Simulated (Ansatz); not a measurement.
## Run report: C$_{2}$H$_{3}$O$_{2}$ (charge +1), molecular dynamics (part 5 of 5)

C$_{2}$H$_{3}$O$_{2}$, charge +1; RKS B3LYP-D4/def2-SVPD (Ansatz 0.2.0). It belongs to a series of runs on one base structure; here: dynamics from the highest image of the converged band.

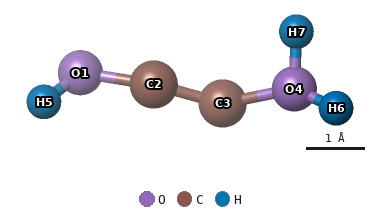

**Figure 1.** The geometry at step 172 of the log (ball-and-stick view, seen at a tilt; atoms are numbered from 1 in the order of the input).

## Trajectory as extended XYZ, continued
```
7
Properties=species:S:1:pos:R:3:forces:R:3 step=145 time_fs=72.5 energy=-6199.03594 temperature=337.2
O    -1.7488   -0.3251   -1.1185   -0.6965   0.1346  -0.4504
C    -0.7744    0.0192   -0.4128   -2.1183  -1.2222  -1.6823
C     0.1441    0.4798    0.1987    2.6157   0.4422   4.6645
O     1.1069    0.1878    1.3729   -0.7829   2.0526  -4.2365
H    -1.6911   -0.1259   -2.0721   -0.0190  -0.2169  -0.0904
H     1.6890    0.2832    0.5210    1.2103  -0.5599   2.0284
H     1.0799   -0.7070    1.7607   -0.2093  -0.6304  -0.2334
7
Properties=species:S:1:pos:R:3:forces:R:3 step=147 time_fs=73.5 energy=-6199.07391 temperature=396.7
O    -1.7532   -0.3226   -1.1220   -0.1604   0.2563   0.1160
C    -0.7658    0.0128   -0.4089   -3.0725  -1.5262  -2.4831
C     0.1423    0.4838    0.2031    2.7901   0.5666   4.9066
O     1.1066    0.1872    1.3685   -1.1645   2.6413  -3.9347
H    -1.6997   -0.1365   -2.0771    0.0727  -0.1821  -0.1157
H     1.6833    0.2739    0.5461    1.8173  -0.4970   1.4575
H     1.0877   -0.6874    1.7688   -0.2829  -1.2590   0.0535
7
Properties=species:S:1:pos:R:3:forces:R:3 step=149 time_fs=74.5 energy=-6199.19650 temperature=586.4
O    -1.7577   -0.3200   -1.1255    0.1968   0.3391   0.4815
C    -0.7597    0.0052   -0.4071   -3.1660  -1.4657  -2.6434
C     0.1427    0.4882    0.2114    2.3431   0.4240   4.6070
O     1.1056    0.1881    1.3618   -1.6756   2.4875  -3.1617
H    -1.7075   -0.1489   -2.0833    0.1519  -0.1627  -0.1033
H     1.6951    0.2599    0.5850    2.4902  -0.3790   0.6975
H     1.0927   -0.6794    1.7772   -0.3404  -1.2433   0.1224
7
Properties=species:S:1:pos:R:3:forces:R:3 step=150 time_fs=75.0 energy=-6199.29210 temperature=734.1
O    -1.7599   -0.3185   -1.1271    0.3109   0.3692   0.5853
C    -0.7576    0.0010   -0.4070   -2.9128  -1.3039  -2.4940
C     0.1437    0.4905    0.2169    1.9330   0.2505   4.2621
O     1.1048    0.1891    1.3577   -1.8907   2.1380  -2.6919
H    -1.7109   -0.1556   -2.0867    0.1849  -0.1591  -0.0779
H     1.7096    0.2515    0.6074    2.7444  -0.3087   0.3623
H     1.0940   -0.6800    1.7818   -0.3698  -0.9861   0.0540
7
Properties=species:S:1:pos:R:3:forces:R:3 step=152 time_fs=76.0 energy=-6199.53787 temperature=1112.9
O    -1.7642   -0.3156   -1.1301    0.4319   0.4127   0.6607
C    -0.7550   -0.0082   -0.4082   -1.9679  -0.7859  -1.8434
C     0.1466    0.4952    0.2305    0.8899  -0.2486   3.2597
O     1.1022    0.1920    1.3483   -1.8668   1.1620  -2.0197
H    -1.7163   -0.1703   -2.0940    0.2369  -0.1599   0.0055
H     1.7584    0.2326    0.6544    2.7176  -0.1661   0.1422
H     1.0939   -0.6875    1.7912   -0.4416  -0.2143  -0.2050
7
Properties=species:S:1:pos:R:3:forces:R:3 step=154 time_fs=77.0 energy=-6199.79659 temperature=1510.0
O    -1.7682   -0.3123   -1.1328    0.4514   0.4388   0.6238
C    -0.7540   -0.0181   -0.4108   -0.7179  -0.1375  -0.9231
C     0.1503    0.4998    0.2467   -0.2717  -0.8314   1.9792
O     1.0985    0.1957    1.3377   -0.8691   0.1634  -1.9357
H    -1.7195   -0.1866   -2.1013    0.2713  -0.1631   0.1069
H     1.8326    0.2122    0.7032    1.6661  -0.0020   0.6182
H     1.0896   -0.6970    1.7986   -0.5300   0.5317  -0.4694
7
Properties=species:S:1:pos:R:3:forces:R:3 step=156 time_fs=78.0 energy=-6199.95851 temperature=1759.2
O    -1.7720   -0.3088   -1.1350    0.4270   0.4518   0.5628
C    -0.7536   -0.0280   -0.4142    0.5246   0.4955   0.0310
C     0.1538    0.5037    0.2645   -1.3990  -1.3546   0.5929
O     1.0943    0.1995    1.3259    0.8072  -0.6519  -1.9604
H    -1.7201   -0.2044   -2.1076    0.2911  -0.1589   0.1892
H     1.9223    0.1917    0.7579   -0.0324   0.2190   1.2050
H     1.0802   -0.7015    1.8016   -0.6186   0.9993  -0.6205
7
Properties=species:S:1:pos:R:3:forces:R:3 step=158 time_fs=79.0 energy=-6199.98011 temperature=1794.0
O    -1.7755   -0.3050   -1.1369    0.4161   0.4562   0.5521
C    -0.7528   -0.0376   -0.4176    1.5359   1.0152   0.8380
C     0.1561    0.5065    0.2827   -2.3798  -1.7269  -0.7449
O     1.0906    0.2028    1.3129    2.4049  -1.1949  -1.5958
H    -1.7179   -0.2237   -2.1121    0.2989  -0.1427   0.2249
H     2.0118    0.1734    0.8239   -1.5871   0.4658   1.3447
H     1.0649   -0.6968    1.7988   -0.6889   1.1273  -0.6190
7
Properties=species:S:1:pos:R:3:forces:R:3 step=160 time_fs=80.0 energy=-6199.91870 temperature=1700.8
O    -1.7787   -0.3010   -1.1385    0.4618   0.4573   0.6286
C    -0.7507   -0.0464   -0.4203    2.1965   1.3812   1.3946
C     0.1566    0.5079    0.3004   -3.1302  -1.9170  -1.9243
O     1.0883    0.2055    1.2990    3.4910  -1.4148  -0.8664
H    -1.7129   -0.2443   -2.1145    0.2981  -0.1171   0.2091
H     2.0865    0.1595    0.9025   -2.5823   0.6832   1.0107
H     1.0431   -0.6814    1.7901   -0.7349   0.9272  -0.4524
7
Properties=species:S:1:pos:R:3:forces:R:3 step=162 time_fs=81.0 energy=-6199.84778 temperature=1592.0
O    -1.7817   -0.2967   -1.1397    0.5839   0.4589   0.7849
C    -0.7469   -0.0540   -0.4219    2.4705   1.5949   1.6681
C     0.1545    0.5078    0.3165   -3.6019  -1.9289  -2.8827
O     1.0881    0.2073    1.2846    4.0244  -1.3239  -0.0250
H    -1.7050   -0.2661   -2.1149    0.2918  -0.0900   0.1608
H     2.1368    0.1521    0.9906   -3.0057   0.8481   0.4137
H     1.0142   -0.6573    1.7772   -0.7630   0.4409  -0.1199
7
Properties=species:S:1:pos:R:3:forces:R:3 step=164 time_fs=82.0 energy=-6199.80670 temperature=1528.8
O    -1.7843   -0.2921   -1.1404    0.7810   0.4584   0.9792
C    -0.7412   -0.0604   -0.4222    2.3695   1.6759   1.6678
C     0.1496    0.5062    0.3304   -3.7654  -1.7805  -3.5745
O     1.0904    0.2084    1.2702    4.0581  -1.0523   0.7491
H    -1.6943   -0.2888   -2.1137    0.2814  -0.0678   0.1144
H     2.1586    0.1528    1.0826   -2.9468   0.9619  -0.2580
H     0.9780   -0.6291    1.7632   -0.7778  -0.1954   0.3220
7
Properties=species:S:1:pos:R:3:forces:R:3 step=166 time_fs=83.0 energy=-6199.80668 temperature=1528.5
O    -1.7864   -0.2872   -1.1405    1.0392   0.4467   1.1577
C    -0.7336   -0.0655   -0.4212    1.9190   1.6372   1.4142
C     0.1416    0.5031    0.3413   -3.5805  -1.4933  -3.9388
O     1.0950    0.2088    1.2562    3.5052  -0.8935   1.4390
H    -1.6809   -0.3121   -2.1115    0.2634  -0.0507   0.1025
H     2.1525    0.1626    1.1722   -2.4060   1.0281  -0.8728
H     0.9343   -0.6027    1.7523   -0.7403  -0.6746   0.6983
7
Properties=species:S:1:pos:R:3:forces:R:3 step=168 time_fs=84.0 energy=-6199.82945 temperature=1562.2
O    -1.7879   -0.2820   -1.1399    1.3379   0.4124   1.2784
C    -0.7244   -0.0692   -0.4190    1.1440   1.4747   0.9212
C     0.1308    0.4988    0.3492   -2.9964  -1.0869  -3.8981
O     1.1017    0.2086    1.2430    2.0869  -1.1550   2.0711
H    -1.6650   -0.3358   -2.1082    0.2311  -0.0334   0.1383
H     2.1238    0.1823    1.2535   -1.2656   1.0569  -1.2959
H     0.8837   -0.5824    1.7479   -0.5377  -0.6686   0.7849
7
Properties=species:S:1:pos:R:3:forces:R:3 step=170 time_fs=85.0 energy=-6199.81118 temperature=1532.8
O    -1.7886   -0.2766   -1.1386    1.6480   0.3485   1.3248
C    -0.7143   -0.0718   -0.4161    0.0821   1.1734   0.2015
C     0.1177    0.4937    0.3539   -1.9929  -0.5749  -3.3987
O     1.1097    0.2077    1.2312   -0.3188  -1.8474   2.4849
H    -1.6469   -0.3599   -2.1036    0.1785  -0.0116   0.2085
H     2.0833    0.2121    1.3227    0.4832   1.0970  -1.3588
H     0.8282   -0.5683    1.7508   -0.0801  -0.1850   0.5378
7
Properties=species:S:1:pos:R:3:forces:R:3 step=172 time_fs=86.0 energy=-6199.71522 temperature=1387.0
O    -1.7883   -0.2710   -1.1364    1.9291   0.2562   1.3019
C    -0.7042   -0.0734   -0.4131   -1.1863   0.7320  -0.7068
C     0.1029    0.4881    0.3559   -0.6412   0.0314  -2.4732
O     1.1174    0.2057    1.2208   -2.9223  -2.6791   2.4674
H    -1.6271   -0.3842   -2.0969    0.1051   0.0141   0.2801
H     2.0474    0.2525    1.3791    2.1617   1.2265  -1.0257
H     0.7719   -0.5558    1.7587    0.5539   0.4189   0.1563
7
Properties=species:S:1:pos:R:3:forces:R:3 step=174 time_fs=87.0 energy=-6199.62766 temperature=1253.3
O    -1.7869   -0.2653   -1.1335    2.1342   0.1424   1.2233
C    -0.6950   -0.0744   -0.4106   -2.5137   0.1915  -1.7055
C     0.0876    0.4826    0.3559    0.8773   0.7006  -1.2685
O     1.1235    0.2021    1.2118   -4.0771  -3.2466   2.2343
H    -1.6063   -0.4082   -2.0877    0.0158   0.0375   0.3163
H     2.0313    0.3046    1.4257    2.4034   1.3632  -0.6747
H     0.7209   -0.5395    1.7682    1.1601   0.8113  -0.1253
7
Properties=species:S:1:pos:R:3:forces:R:3 step=176 time_fs=88.0 energy=-6199.60774 temperature=1220.3
O    -1.7841   -0.2594   -1.1299    2.2201   0.0164   1.0997
C    -0.6879   -0.0753   -0.4095   -3.6809  -0.3472  -2.6151
C     0.0731    0.4776    0.3549    2.3160   1.3506  -0.0186
O     1.1271    0.1966    1.2043   -3.2665  -3.1597   2.1468
H    -1.5854   -0.4320   -2.0754   -0.0821   0.0511   0.2903
H     2.0371    0.3696    1.4656    0.9318   1.2179  -0.7241
H     0.6810   -0.5156    1.7767    1.5616   0.8708  -0.1790
7
Properties=species:S:1:pos:R:3:forces:R:3 step=178 time_fs=89.0 energy=-6199.59617 temperature=1202.1
O    -1.7801   -0.2536   -1.1255    2.1502  -0.1152   0.9266
C    -0.6837   -0.0765   -0.4105   -4.4238  -0.7369  -3.1915
C     0.0603    0.4736    0.3539    3.4189   1.8488   1.0065
O     1.1289    0.1892    1.1980   -1.6885  -2.3876   2.0515
H    -1.5653   -0.4552   -2.0604   -0.1824   0.0496   0.1949
H     2.0516    0.4461    1.4984   -0.9412   0.7329  -1.0278
H     0.6557   -0.4835    1.7836    1.6668   0.6085   0.0399
7
Properties=species:S:1:pos:R:3:forces:R:3 step=180 time_fs=90.0 energy=-6199.58157 temperature=1180.7
O    -1.7747   -0.2478   -1.1207    1.8902  -0.2525   0.6759
C    -0.6830   -0.0782   -0.4140   -4.5069  -0.8384  -3.2019
C     0.0503    0.4712    0.3537    3.9795   2.0595   1.5737
O     1.1296    0.1803    1.1929   -0.3118  -1.2287   1.6493
H    -1.5469   -0.4780   -2.0436   -0.2822   0.0343   0.0469
H     2.0575    0.5294    1.5214   -2.2255   0.1283  -1.2703
H     0.6463   -0.4458    1.7910    1.4567   0.0975   0.5263
7
Properties=species:S:1:pos:R:3:forces:R:3 step=182 time_fs=91.0 energy=-6199.61194 temperature=1228.5
O    -1.7682   -0.2422   -1.1154    1.4069  -0.4032   0.2991
C    -0.6858   -0.0806   -0.4201   -3.8180  -0.5932  -2.5325
C     0.0435    0.4704    0.3547    3.9158   1.9182   1.5793
O     1.1301    0.1708    1.1889    0.6575  -0.0288   0.9571
H    -1.5312   -0.5004   -2.0263   -0.3827   0.0148  -0.1158
H     2.0426    0.6141    1.5323   -2.8003  -0.4167  -1.3525
H     0.6506   -0.4072    1.8036    1.0209  -0.4911   1.1653
7
Properties=species:S:1:pos:R:3:forces:R:3 step=184 time_fs=92.0 energy=-6199.72015 temperature=1395.6
O    -1.7609   -0.2368   -1.1099    0.6781  -0.5789  -0.2506
C    -0.6917   -0.0835   -0.4281   -2.4243  -0.0618  -1.2562
C     0.0397    0.4711    0.3570    3.3106   1.4745   1.0998
O     1.1309    0.1612    1.1854    1.1295   0.8370   0.3206
H    -1.5192   -0.5227   -2.0101   -0.4850   0.0063  -0.2479
H     2.0011    0.6948    1.5304   -2.8238  -0.8213  -1.2963
H     0.6648   -0.3732    1.8272    0.6150  -0.8558   1.6307
7
Properties=species:S:1:pos:R:3:forces:R:3 step=186 time_fs=93.0 energy=-6199.89529 temperature=1664.7
O    -1.7532   -0.2318   -1.1046   -0.2816  -0.7844  -0.9795
C    -0.6996   -0.0864   -0.4372   -0.5561   0.6079   0.3913
C     0.0387    0.4730    0.3601    2.3703   0.8629   0.3430
O     1.1324    0.1520    1.1821    0.9435   1.0642   0.1697
H    -1.5118   -0.5450   -1.9962   -0.5842   0.0225  -0.3163
H     1.9329    0.7678    1.5161   -2.4040  -1.0155  -1.1181
H     0.6850   -0.3470    1.8661    0.5121  -0.7576   1.5099
7
Properties=species:S:1:pos:R:3:forces:R:3 step=188 time_fs=94.0 energy=-6200.06114 temperature=1918.7
O    -1.7456   -0.2272   -1.0999   -1.3851  -1.0068  -1.8178
C    -0.7079   -0.0888   -0.4459    1.4490   1.2502   2.0910
C     0.0395    0.4756    0.3635    1.3357   0.2242  -0.4580
O     1.1345    0.1435    1.1789    0.1744   0.6727   0.5625
H    -1.5100   -0.5670   -1.9854   -0.6664   0.0673  -0.3145
H     1.8419    0.8313    1.4912   -1.5941  -0.8938  -0.8053
H     0.7103   -0.3280    1.9191    0.6865  -0.3138   0.7420
7
Properties=species:S:1:pos:R:3:forces:R:3 step=190 time_fs=95.0 energy=-6200.12192 temperature=2012.5
O    -1.7389   -0.2232   -1.0963   -2.4528  -1.2121  -2.6120
C    -0.7150   -0.0902   -0.4530    3.2044   1.7354   3.5170
C     0.0414    0.4783    0.3666    0.4033  -0.3568  -1.1263
O     1.1367    0.1354    1.1761   -0.7669  -0.0177   1.1377
H    -1.5145   -0.5883   -1.9775   -0.7112   0.1320  -0.2623
H     1.7358    0.8865    1.4587   -0.5411  -0.4095  -0.3772
H     0.7422   -0.3119    1.9789    0.8643   0.1287  -0.2769
7
Properties=species:S:1:pos:R:3:forces:R:3 step=192 time_fs=96.0 energy=-6200.06297 temperature=1923.5
O    -1.7336   -0.2200   -1.0943   -3.2438  -1.3539  -3.1653
C    -0.7196   -0.0902   -0.4572    4.3421   1.9870   4.3932
C     0.0436    0.4808    0.3687   -0.3153  -0.8523  -1.5647
O     1.1384    0.1273    1.1740   -1.3407  -0.4897   1.6222
H    -1.5258   -0.6084   -1.9721   -0.7002   0.1989  -0.1921
H     1.6245    0.9378    1.4226    0.4006   0.1552   0.0334
H     0.7822   -0.2947    2.0363    0.8574   0.3547  -1.1267
7
Properties=species:S:1:pos:R:3:forces:R:3 step=194 time_fs=97.0 energy=-6199.95580 temperature=1758.9
O    -1.7303   -0.2176   -1.0941   -3.5500  -1.3915  -3.3147
C    -0.7207   -0.0887   -0.4580    4.6056   1.9751   4.5442
C     0.0456    0.4826    0.3696   -0.7710  -1.2426  -1.7288
O     1.1393    0.1189    1.1728   -1.2348  -0.1273   2.0033
H    -1.5438   -0.6265   -1.9685   -0.6248   0.2492  -0.1337
H     1.5167    0.9902    1.3866    0.9230   0.1867   0.2575
H     0.8303   -0.2743    2.0830    0.6519   0.3504  -1.6278
7
Properties=species:S:1:pos:R:3:forces:R:3 step=196 time_fs=98.0 energy=-6199.84743 temperature=1590.6
O    -1.7291   -0.2160   -1.0960   -3.3007  -1.3079  -3.0024
C    -0.7182   -0.0855   -0.4552    3.9330   1.7063   3.9318
C     0.0470    0.4834    0.3692   -0.9132  -1.4798  -1.5765
O     1.1395    0.1105    1.1729   -0.6812   1.1253   2.2077
H    -1.5678   -0.6424   -1.9663   -0.4893   0.2685  -0.1073
H     1.4176    1.0440    1.3531    1.1413  -0.4947   0.3023
H     0.8846   -0.2506    2.1145    0.3101   0.1822  -1.7556
7
Properties=species:S:1:pos:R:3:forces:R:3 step=198 time_fs=99.0 energy=-6199.72176 temperature=1395.7
O    -1.7299   -0.2152   -1.0996   -2.5985  -1.1168  -2.3004
C    -0.7126   -0.0810   -0.4492    2.4706   1.2116   2.6546
C     0.0476    0.4831    0.3674   -0.6839  -1.5070  -1.0631
O     1.1393    0.1028    1.1743   -0.0964   2.5835   2.0390
H    -1.5964   -0.6556   -1.9651   -0.3096   0.2519  -0.1187
H     1.3293    1.0929    1.3223    1.3142  -1.3366   0.2960
H     0.9417   -0.2252    2.1293   -0.0965  -0.0866  -1.5075
7
Properties=species:S:1:pos:R:3:forces:R:3 step=200 time_fs=100.0 energy=-6199.56218 temperature=1149.1
O    -1.7322   -0.2151   -1.1046   -1.6589  -0.8565  -1.3782
C    -0.7050   -0.0756   -0.4411    0.5120   0.5391   0.9193
C     0.0478    0.4815    0.3649   -0.0887  -1.3120  -0.2032
O     1.1391    0.0966    1.1768    0.3441   3.6601   1.3942
H    -1.6279   -0.6665   -1.9651   -0.1088   0.2075  -0.1554
H     1.2537    1.1293    1.2945    1.4966  -1.8281   0.3053
H     0.9980   -0.2007    2.1299   -0.4963  -0.4102  -0.8819
```

The run was set up as follows.

## Input
```yaml
crystal:
  periodic: [false, false, false]
  atoms:
    - { symbol: O, position_ang: [-1.777165, -0.168632, -1.149634] }
    - { symbol: C, position_ang: [-0.775073, -0.059412, -0.405145] }
    - { symbol: C, position_ang: [0.220854, 0.283046, 0.245605] }
    - { symbol: O, position_ang: [1.06633, 0.220825, 1.380872] }
    - { symbol: H, position_ang: [-1.680732, -0.748593, -1.933233] }
    - { symbol: H, position_ang: [1.279423, 1.032925, 0.505525] }
    - { symbol: H, position_ang: [1.666354, -0.560158, 1.35601] }
total_charge: 1
basis:
  gaussian: { orbitals: def2-SVPD }
hamiltonian:
  xc: b3lyp
  dispersion: d4
md:
  timestep: 0.5
  n_steps: 200
  ensemble: nve
  temperature: 300.0
  initial_velocities: maxwell_boltzmann
  seed: 12926
```

Launch command:
```bash
ansatz run input.yaml --threads 2 --pin off --max-ram 3072MiB --backend cpu --events-out ev --progress --plain --runs-dir out
```

## Results in brief

```csv
quantity,value
outcome,finished
mean temperature over the second half,1359 K
trajectory,"200 steps, 100 fs"
ensemble,nve
temperature in the input,300.0 K
time step,0.5 fs
potential energy (last step),−6199.5624 eV
mean-field energy (last step),−6199.4515 eV
largest force (length of the vector) (last step),3.932 eV/Å
hardware,"2 threads of Arm Neoverse V1, 24 GiB of memory available, shared host"
wall time,6.3 min (CPU time 12 min)
peak memory,0.18 GiB
```

## Notes

So short a trajectory is not equilibrated.
